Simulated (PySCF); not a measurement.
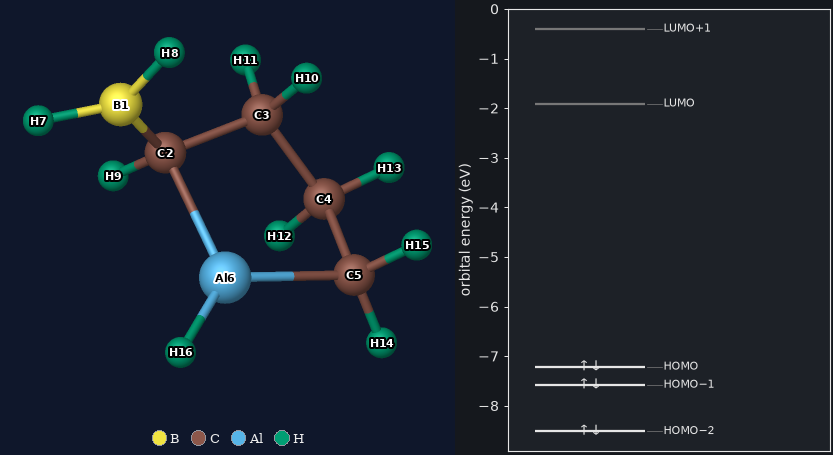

C₄H₁₀AlB, SMILES B[C@H]1CC[CH2][AlH]1, singlet. Kohn-Sham orbital energies near the frontier, B3LYP/def2-SVPD, PySCF 2.14.0, at a GFN2-xTB geometry (no frequency check), isolated molecule; empty levels in grey, levels within 0.03 eV side by side.

Question: Where do the frontier orbitals lie?

Answer: HOMO at −7.21 eV, LUMO at −1.91 eV, 5.30 eV apart.

Question: List the levels with the atoms that carry most of them (a dash for levels above zero or within 0.03 eV of another, where shares mean little).

Answer:
```
orbital  energy (eV)                Löwdin shares
 LUMO+1        −0.40   B1 35 %, Al6 21 %, C2 10 %
   LUMO        −1.91   Al6 43 %, B1 14 %, C2 13 %
   HOMO        −7.21   C2 31 %, C5 17 %, Al6 15 %
 HOMO−1        −7.58  C5 22 %, Al6 19 %, H16 15 %
 HOMO−2        −8.51    B1 31 %, H7 19 %, H8 13 %
```

Caveats: the tight-binding geometry is rougher than a DFT one and adds to the error; one conformer of a flexible molecule.
